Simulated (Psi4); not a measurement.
**C2H4B (SMILES B[C]=C) at UCCSD(T)/6-31G(d) (density fitting with cc-pvdz-jkfit, spherical functions, sweep point 2)**

What is the vertical doublet–quartet gap of C2H4B at UCCSD(T)/6-31G* (density fitting with cc-pvdz-jkfit, spherical functions, sweep point 2)? 

The calculation is run with Psi4 1.11.

2 further runs of the same task are left out: 2 set aside as unsound or not needed.

## 1. The structure to begin with

C2H4B: 7 atoms, total charge 0, spin state doublet. SMILES: `B[C]=C`. The coordinates come from a GFN2-xTB relaxation.

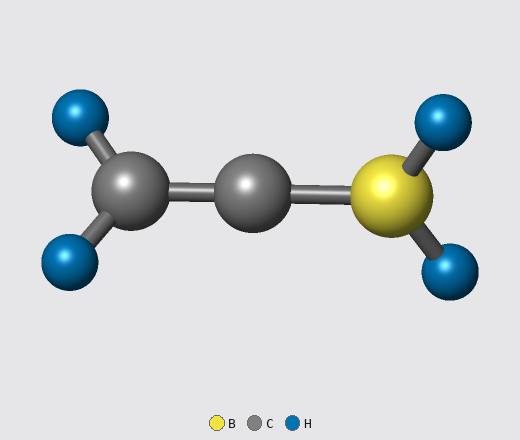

The structure, seen from a chosen angle (boron yellow, carbon grey, hydrogen blue).

## 2. A single-point energy at UCCSD(T)/6-31G(d) (density fitting with cc-pvdz-jkfit, spherical functions, sweep point 2)

File input.dat:

```
memory 1600 MB

molecule geom {
  0 2
  B     -1.075830     0.425360    -0.773780
  C      0.057000    -0.020470     0.039540
  C      1.051750    -0.415380     0.756660
  H     -2.062370    -0.207830    -0.792290
  H     -0.989160     1.411380    -1.402080
  H      1.668510    -1.268180     0.495290
  H      1.350100     0.075110     1.676660
  symmetry c1
}

set basis 6-31G*
set reference uhf
set puream true
set scf_type df
set num_frozen_docc 3
set df_basis_scf cc-pvdz-jkfit
set maxiter 150

energy('ccsd(t)')
print_variables()
```

Launch:

```console
$ psi4 -n 1 input.dat output.dat
```

output.dat:

```text
[...]
  Running in c1 symmetry.
[...]
  Nuclear repulsion =   51.996406147714772
[...]
  Multiplicity = 2
[...]
  Nalpha       = 11
  Nbeta        = 10
[...]
    Number of basis functions: 50
[...]
   @DF-UHF iter   1:  -102.59699404978154   -9.84898e-01   4.64129e-03 DIIS/ADIIS
[...]
   @DF-UHF iter  19:  -102.66054833220188   -1.25056e-12   3.86443e-09 DIIS
[...]
   @S^2 Observed:                8.662669007E-01
[...]
    Orbital Energies [Eh]
    ---------------------
    Alpha Occupied:
       1A    -11.254960     2A    -11.229255     3A     -7.588890
       4A     -1.060030     5A     -0.828307     6A     -0.679976
       7A     -0.621185     8A     -0.556567     9A     -0.526118
      10A     -0.394726    11A     -0.365297
    Alpha Virtual:
      12A      0.128262    13A      0.185225    14A      0.272820
      15A      0.317491    16A      0.348189    17A      0.349559
      18A      0.437493    19A      0.480203    20A      0.580215
      21A      0.592534    22A      0.633704    23A      0.643379
      24A      0.818667    25A      0.840272    26A      0.893522
[...]
  @DF-UHF Final Energy:  -102.66054833220188
   => Energetics <=
    Nuclear Repulsion Energy =             51.9964061477147723
    One-Electron Energy =                -239.6448001523469316
    Two-Electron Energy =                  84.9878456724302822
    Total Energy =                       -102.6605483322018841
  UHF NO Occupations:
  HONO-2 :    9  A 1.9972144
  HONO-1 :   10  A 1.9459500
[...]
 Multipole Moments:
 ------------------------------------------------------------------------------------
     Multipole            Electronic (a.u.)      Nuclear  (a.u.)        Total (a.u.)
 ------------------------------------------------------------------------------------
 L = 1.  Multiply by 2.5417464519 to convert [e a0] to [Debye]
 Dipole X            :         -0.5511421            0.8928541            0.3417119
 Dipole Y            :          0.2224065           -0.3573804           -0.1349739
 Dipole Z            :         -0.3981122            0.6443451            0.2462329
 Magnitude           :                                                    0.4422846
[...]
      * MP2 total energy                      = -102.950741985519315
[...]
      * CCSD total energy                     = -102.994534814888226
[...]
      * CCSD(T) total energy                     = -103.006023052591189
[...]
```

Run time: 10 s. Hardware: 1 thread of Intel Xeon Platinum 8488C (Sapphire Rapids), shared host; peak memory 0.23 GiB.

## 3. The quartet, same level

File job.inp:

```
memory 1.6 GB

molecule m {
  0 4
  B     -1.075830     0.425360    -0.773780
  C      0.057000    -0.020470     0.039540
  C      1.051750    -0.415380     0.756660
  H     -2.062370    -0.207830    -0.792290
  H     -0.989160     1.411380    -1.402080
  H      1.668510    -1.268180     0.495290
  H      1.350100     0.075110     1.676660
  symmetry c1
}

set reference uhf
set puream true
set scf_type df
set num_frozen_docc 3
set df_basis_scf cc-pvdz-jkfit
set maxiter 150

E = energy('ccsd(t)/6-31G*')
```

Launch:

```console
$ psi4 job.inp job.out -n 1
```

job.out:

```text
[...]
  Running in c1 symmetry.
[...]
  Nuclear repulsion =   51.996406147714772
[...]
  Multiplicity = 4
[...]
  Nalpha       = 12
  Nbeta        = 9
[...]
    Number of basis functions: 50
[...]
   @DF-UHF iter   1:  -102.40044415207042   -7.88349e-01   5.31272e-03 DIIS/ADIIS
[...]
   @DF-UHF iter  16:  -102.52528999763121   -5.21538e-12   5.46058e-09 DIIS
[...]
   @S^2 Observed:                3.771558888E+00
[...]
    Orbital Energies [Eh]
    ---------------------
    Alpha Occupied:
       1A    -11.244009     2A    -11.238531     3A     -7.578727
       4A     -1.122909     5A     -0.856393     6A     -0.693576
       7A     -0.644343     8A     -0.583200     9A     -0.557416
      10A     -0.479723    11A     -0.378986    12A     -0.237871
    Alpha Virtual:
      13A      0.145539    14A      0.253221    15A      0.323191
      16A      0.337279    17A      0.350043    18A      0.425434
      19A      0.463538    20A      0.570166    21A      0.589078
      22A      0.639914    23A      0.642546    24A      0.743290
      25A      0.813442    26A      0.854881    27A      0.929863
[...]
  @DF-UHF Final Energy:  -102.52528999763121
   => Energetics <=
    Nuclear Repulsion Energy =             51.9964061477147723
    One-Electron Energy =                -239.4589792688881857
    Two-Electron Energy =                  84.9372831235422154
    Total Energy =                       -102.5252899976312051
  UHF NO Occupations:
  HONO-2 :   10  A 1.0000000
  HONO-1 :   11  A 1.0000000
[...]
 Multipole Moments:
 ------------------------------------------------------------------------------------
     Multipole            Electronic (a.u.)      Nuclear  (a.u.)        Total (a.u.)
 ------------------------------------------------------------------------------------
 L = 1.  Multiply by 2.5417464519 to convert [e a0] to [Debye]
 Dipole X            :         -0.3854270            0.8928541            0.5074271
 Dipole Y            :          0.1571076           -0.3573804           -0.2002728
 Dipole Z            :         -0.2790891            0.6443451            0.3652560
 Magnitude           :                                                    0.6565084
[...]
      * MP2 total energy                      = -102.778476860624437
[...]
      * CCSD total energy                     = -102.823170086946064
[...]
      * CCSD(T) total energy                     = -102.830806161401640
[...]
```

It took 11 s on 1 thread of Intel Xeon Platinum 8488C (Sapphire Rapids), shared host; peak memory 0.24 GiB.

## 4. Outcome

Level: UCCSD(T)/6-31G* (density fitting with cc-pvdz-jkfit, spherical functions, sweep point 2), 3 core orbitals frozen.

| quantity | value |
| --- | --- |
| doublet: total energy | -103.00602 Eh |
| doublet: HOMO energy (Hartree–Fock orbitals) (highest over α and β) | -9.94 eV |
| doublet: LUMO energy (Hartree–Fock orbitals) (lowest over α and β) | 1.34 eV |
| doublet: correlation energy (3 core orbitals frozen) | -345.4 mEh |
| doublet: (T) correction | -11.49 mEh |
| doublet: ⟨S²⟩ of the reference determinant | 0.866 |
| doublet: T1 diagnostic | 0.048 |
| quartet: total energy | -102.83081 Eh |
| quartet: HOMO energy (Hartree–Fock orbitals) (highest over α and β) | -6.47 eV |
| quartet: LUMO energy (Hartree–Fock orbitals) (lowest over α and β) | 0.98 eV |
| quartet: correlation energy (3 core orbitals frozen) | -305.5 mEh |
| quartet: (T) correction | -7.64 mEh |
| quartet: ⟨S²⟩ of the reference determinant | 3.772 |
| quartet: T1 diagnostic | 0.036 |
| vertical energy of the quartet above the doublet | 4.768 eV |

In words: At this shape the quartet lies 4.77 eV (460 kJ/mol) above the doublet. ⟨S²⟩ (doublet) is 0.87 where a pure doublet has 0.75: the reference is spin-contaminated. The T1 diagnostic (doublet) of 0.048 is above the customary mark for such species, so a single reference may not serve. The triples (doublet) make up 3.3 % of the correlation energy. The triples (quartet) make up 2.5 % of the correlation energy.
